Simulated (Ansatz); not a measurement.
# U-revPBE/STO-3G run of CH5Si (SMILES [CH2][SiH3])

What is the energy change on altering one bond length of CH5Si at U-revPBE/STO-3G? 

The calculation is run with Ansatz 0.2.0.

56 further runs of the same task are left out: 1 that didn't finish, 55 set aside as unsound or not needed.

## Step 1: The system as given

The species is CH5Si (7 atoms), meant as a doublet with charge 0. SMILES: `[CH2][SiH3]`. The shape is that of a PBE0-D4/def2-TZVP optimisation.

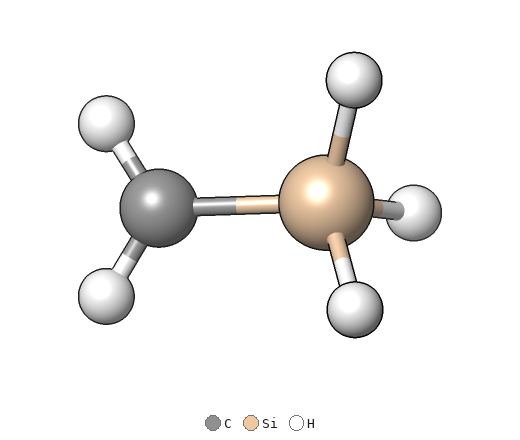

The structure, seen from a chosen angle (carbon grey, silicon light orange, hydrogen white).

## Step 2: A single-point energy at U-revPBE/STO-3G

File in.yaml:

```yaml
crystal:
  periodic: [false, false, false]
  atoms:
    - {symbol: C, position_ang: [-0.172600, -1.103000, 0.047400]}
    - {symbol: Si, position_ang: [0.132300, 0.709800, -0.029000]}
    - {symbol: H, position_ang: [-1.139000, -1.522200, 0.308500]}
    - {symbol: H, position_ang: [0.588300, -1.834800, -0.203800]}
    - {symbol: H, position_ang: [-0.191200, 1.256600, -1.379100]}
    - {symbol: H, position_ang: [-0.719700, 1.420100, 0.961800]}
    - {symbol: H, position_ang: [1.563100, 1.005600, 0.248500]}
basis:
  gaussian: {orbitals: STO-3G}
total_charge: 0
magnetization: {spin_polarized: true, initial_magnetization: 1}
hamiltonian: {xc: {name: revPBE}}
accuracy: high
```

On the command line:

```sh
$ ansatz run in.yaml --threads 1 --pin off --max-ram 2610MiB --events-out events.jsonl --progress --plain --runs-dir runs
```

Log:

```text
Warning: RAYON_NUM_THREADS=1 ignored (pool sized by the plan → 1); use --threads N
Functional definition: revPBE
  name "revPBE"
  parameter kappa = 1.245
  parameter beta = 0.06672455060314922
  exchange = pbe_x(kappa = kappa, mu = beta*pi^2/3)
  correlation = pbe_c(beta = beta)
337 factors; integrals over basis functions are off by at most 1.1e-8 eV
mean field evaluation 1: about -8886.9548 eV, gradient 1.2e1 eV
mean field evaluation 2: about -8887.1652 eV, gradient 1.1e1 eV
mean field evaluation 4: about -8887.9470 eV, gradient 3.1e-1 eV
mean field evaluation 8: about -8887.8683 eV, gradient 2.0e-3 eV
mean field evaluation 16: about -8887.8683 eV, gradient 4.2e-8 eV
mean field -8887.86826263 eV, -326.6231342380 hartree, gradient 4.2e-8 eV, S^2 0.754224; 0 other end points of the search recorded, 0 dependent functions left out
reference -8887.86826517 eV, -326.6231343315 hartree; 13, 12 occupied and 6, 7 virtual orbitals, 337 factors
Total energy: -8887.86826517 eV, -326.6231343315 hartree
```

Wall time 2 s (1 thread of Arm Neoverse V1, shared host); peak memory 0.13 GiB.

## Step 3: The distorted shape

File run.yaml:

```yaml
basis:
  gaussian:
    orbitals: STO-3G
crystal:
  periodic: [false, false, false]
  atoms:
    - {symbol: C, position_ang: [-0.248823, -1.556189, 0.066500]}
    - {symbol: Si, position_ang: [0.132300, 0.709800, -0.029000]}
    - {symbol: H, position_ang: [-1.215223, -1.975389, 0.327600]}
    - {symbol: H, position_ang: [0.512077, -2.287989, -0.184700]}
    - {symbol: H, position_ang: [-0.191200, 1.256600, -1.379100]}
    - {symbol: H, position_ang: [-0.719700, 1.420100, 0.961800]}
    - {symbol: H, position_ang: [1.563100, 1.005600, 0.248500]}
magnetization:
  spin_polarized: true
  initial_magnetization: 1
hamiltonian:
  xc: {name: revPBE}
accuracy: high
```

On the command line:

```sh
$ ansatz run run.yaml --threads 1 --pin off --max-ram 2610MiB --events-out events.jsonl --progress --plain --runs-dir runs
```

Log, cut to the lines that bear on the results:

```text
Warning: RAYON_NUM_THREADS=1 ignored (pool sized by the plan → 1); use --threads N
[... 6 set-up lines as earlier in the session ...]
327 factors; integrals over basis functions are off by at most 6.9e-9 eV
mean field evaluation 1: about -8884.9375 eV, gradient 1.5e1 eV
mean field evaluation 2: about -8883.2862 eV, gradient 2.0e1 eV
mean field evaluation 4: about -8886.5443 eV, gradient 5.1e-1 eV
mean field evaluation 8: about -8886.4436 eV, gradient 7.0e-3 eV
mean field evaluation 16: about -8886.4436 eV, gradient 2.4e-7 eV
mean field -8886.44363835 eV, -326.5707802615 hartree, gradient 2.7e-8 eV, S^2 0.759532; 0 other end points of the search recorded, 0 dependent functions left out
reference -8886.44364100 eV, -326.5707803589 hartree; 13, 12 occupied and 6, 7 virtual orbitals, 327 factors
Total energy: -8886.44364100 eV, -326.5707803589 hartree
```

Run time: 2.3 s. Hardware: 1 thread of Arm Neoverse V1, shared host; peak memory 0.13 GiB.

## Step 4: Outcome

At U-revPBE/STO-3G:

| quantity | value |
| --- | --- |
| first shape: total energy | -326.62313 Eh |
| first shape: ⟨S²⟩ | 0.754 |
| distorted shape: total energy | -326.57078 Eh |
| distorted shape: ⟨S²⟩ | 0.760 |
| energy change with the C1–Si2 bond stretched from 1.840 to 2.300 Å | 1.425 eV |

With the C1–Si2 bond stretched from 1.840 to 2.300 Å the energy rises by 1.42 eV (137 kJ/mol). The first shape isn't relaxed at this level, so the change isn't measured from a minimum. The minimal basis adds a large error of its own.
